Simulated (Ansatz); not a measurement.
# SnH3F (SMILES [H][Sn]([H])([H])[F]) at 6 levels

Aim: a comparison of 6 runs (HF/STO-3G, BHLYP/STO-3G, SVWN5/STO-3G, r2SCAN/STO-3G, wB97M-V/STO-3G, FCI/STO-3G) of SnH3F. 

Program for the calculation: Ansatz 0.2.0.

50 further runs of the same task are left out: 7 that didn't finish, 43 set aside as unsound or not needed.

## (1) The system as given

SnH3F has 5 atoms, charge 0, and is taken as a singlet. As SMILES, `[H][Sn]([H])([H])[F]`. The H4–Sn1 distance was set to 2.492 Å, away from the relaxed value. At this shape a bond of the SMILES string is far longer than usual.

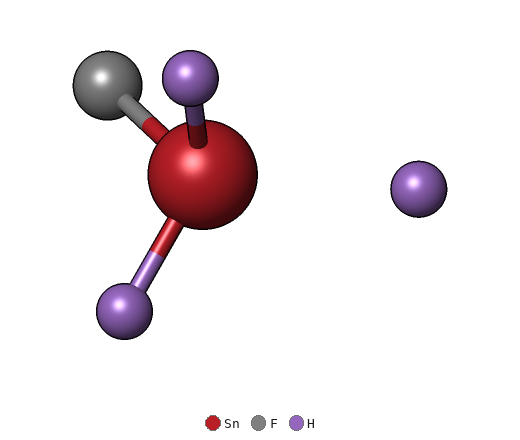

Viewed from a chosen angle; tin red, fluorine grey, hydrogen purple.

## (2) A single-point energy at HF/STO-3G (run 1)

job.yaml

```yaml
crystal:
  periodic: [false, false, false]
  atoms:
    - symbol: Sn
      position_ang: [0.405007, -0.700629, 0.005852]
    - symbol: F
      position_ang: [0.419337, -0.722319, 1.930122]
    - symbol: H
      position_ang: [2.026827, -0.692079, -0.365398]
    - symbol: H
      position_ang: [-0.817750, 1.408460, -0.512480]
    - symbol: H
      position_ang: [-0.403033, -2.105629, -0.366968]
basis:
  gaussian: {orbitals: STO-3G}
hamiltonian: {xc: hf}
accuracy: high
```

Run with:

```
ansatz run job.yaml --threads 1 --pin off --max-ram 2610MiB --events-out events.jsonl --progress --plain --runs-dir runs
```

Output:

```text
Warning: RAYON_NUM_THREADS=1 ignored (pool sized by the plan → 1); use --threads N
Functional definition: HF
  name "HF"
  exchange = exact_x
  correlation = 0
638 factors; integrals over basis functions are off by at most 4.9e-9 eV
mean field evaluation 1: about -164978.9301 eV, gradient 1.7e1 eV
mean field evaluation 2: about -164978.9386 eV, gradient 1.7e1 eV
mean field evaluation 4: about -164980.9886 eV, gradient 1.3e0 eV
mean field evaluation 8: about -164981.0012 eV, gradient 8.8e-4 eV
mean field -164981.00121619 eV, -6062.9399665558 hartree, gradient 2.1e-8 eV, S^2 0.000000; 0 other end points of the search recorded, 0 dependent functions left out
reference -164981.00121619 eV, -6062.9399665558 hartree; 31, 31 occupied and 4, 4 virtual orbitals, 638 factors
Total energy: -164981.00121619 eV, -6062.9399665558 hartree
```

Wall time 0.91 s (1 thread of Arm Neoverse N1, shared host).

## (3) A single-point energy at BHLYP/STO-3G (run 2)

molecule.yaml

```yaml
crystal:
  periodic: [false, false, false]
  atoms:
    - {symbol: Sn, position_ang: [0.405007, -0.700629, 0.005852]}
    - {symbol: F, position_ang: [0.419337, -0.722319, 1.930122]}
    - {symbol: H, position_ang: [2.026827, -0.692079, -0.365398]}
    - {symbol: H, position_ang: [-0.817750, 1.408460, -0.512480]}
    - {symbol: H, position_ang: [-0.403033, -2.105629, -0.366968]}
basis:
  gaussian:
    orbitals: STO-3G
hamiltonian:
  xc: {name: BHLYP}
accuracy: high
```

Run with:

```
ansatz run molecule.yaml --threads 1 --pin off --max-ram 2610MiB --events-out events.jsonl --progress --plain --runs-dir runs
```

Output:

```text
Warning: RAYON_NUM_THREADS=1 ignored (pool sized by the plan → 1); use --threads N
Functional definition: BHLYP
  name "BHLYP"
  parameter a = 0.5
  exchange = (1 - a)*b88_x + a*exact_x
  correlation = lyp_c
638 factors; integrals over basis functions are off by at most 4.9e-9 eV
mean field evaluation 1: about -165050.0140 eV, gradient 1.8e1 eV
mean field evaluation 2: about -165050.8153 eV, gradient 1.7e1 eV
mean field evaluation 4: about -165052.1012 eV, gradient 5.8e-1 eV
mean field evaluation 8: about -165052.0535 eV, gradient 2.7e-3 eV
mean field evaluation 16: about -165052.0535 eV, gradient 2.7e-7 eV
mean field -165052.05351129 eV, -6065.5510902397 hartree, gradient 2.2e-8 eV, S^2 0.000000; 0 other end points of the search recorded, 0 dependent functions left out
reference -165052.05352930 eV, -6065.5510909015 hartree; 31, 31 occupied and 4, 4 virtual orbitals, 638 factors
Total energy: -165052.05352930 eV, -6065.5510909015 hartree
```

Run time: 3.6 s. Hardware: 1 thread of Arm Neoverse N1, shared host; peak memory 0.12 GiB.

Runs 3 to 5 aren't shown in full; the table further down has their settings and results.

## (4) The energy at FCI/STO-3G (run 6)

job.yaml

```yaml
crystal:
  periodic: [false, false, false]
  atoms:
    - {symbol: Sn, position_ang: [0.405007, -0.700629, 0.005852]}
    - {symbol: F, position_ang: [0.419337, -0.722319, 1.930122]}
    - {symbol: H, position_ang: [2.026827, -0.692079, -0.365398]}
    - {symbol: H, position_ang: [-0.817750, 1.408460, -0.512480]}
    - {symbol: H, position_ang: [-0.403033, -2.105629, -0.366968]}
basis:
  gaussian:
    orbitals: STO-3G
accuracy: high
correlation:
  method: fci
  frozen_orbitals: {F: 1, H: 0, Sn: 18}
```

Run with:

```
ansatz run job.yaml --threads 1 --pin off --max-ram 2610MiB --events-out events.jsonl --progress --plain --runs-dir runs
```

Output:

```text
Warning: RAYON_NUM_THREADS=1 ignored (pool sized by the plan → 1); use --threads N
[... 4 set-up lines as earlier in the session ...]
638 factors; integrals over basis functions are off by at most 4.9e-9 eV
mean field evaluation 1: about -164978.9301 eV, gradient 1.7e1 eV
mean field evaluation 2: about -164978.9386 eV, gradient 1.7e1 eV
mean field evaluation 4: about -164980.9886 eV, gradient 1.3e0 eV
mean field evaluation 8: about -164981.0012 eV, gradient 8.8e-4 eV
mean field -164981.00121619 eV, -6062.9399665558 hartree, gradient 2.1e-8 eV, S^2 0.000000; 0 other end points of the search recorded, 0 dependent functions left out; unrestricted orbitals would lower it
mean field evaluation 16: about -164981.4665 eV, gradient 5.6e-1 eV
19 core orbitals not correlated: weight in the atoms' cores, before any rotation towards them, 1.000 or more for the frozen orbitals, at most 0.000 for the correlated occupied ones
reference -164981.00121619 eV, -6062.9399665558 hartree; 12, 12 occupied and 4, 4 virtual orbitals, 638 factors
state -164984.21542294 eV, -6063.0580864752 hartree
Total energy: -164984.21542294 eV, -6063.0580864752 hartree
```

It took 24 s on 1 thread of Arm Neoverse N1, shared host; peak memory 0.31 GiB.

## (5) Overview of the runs

| run | level | frozen core orbitals | energy (Eh) | wall time |
| --- | --- | --- | --- | --- |
| 1 | HF/STO-3G | – | -6062.939967 | 0.91 s |
| 2 | BHLYP/STO-3G | – | -6065.551091 | 3.6 s |
| 3 | SVWN5/STO-3G | – | -6058.971407 | 2 s |
| 4 | r2SCAN/STO-3G | – | -6065.569518 | 8.1 s |
| 5 | wB97M-V/STO-3G | – | -6065.505008 | 39 s |
| 6 | FCI/STO-3G | 19 | -6063.058086 | 24 s |

## (6) Results

| quantity | value |
| --- | --- |
| run 6: total energy | -6063.05809 Eh |
| run 6: correlation energy (19 core orbitals frozen) | -118.1 mEh |

In words: Against full CI in this basis: HF +118.1 mEh. Totals of different functionals can't be ranked against each other. In runs 1, 2, 3, 4, 5, 6 the basis is minimal, so the values are rough. In runs 1, 2, 3, 4, 5, 6 relativity is left out where basis or elements ask for it. All runs together took 78 s, the longest 39 s.
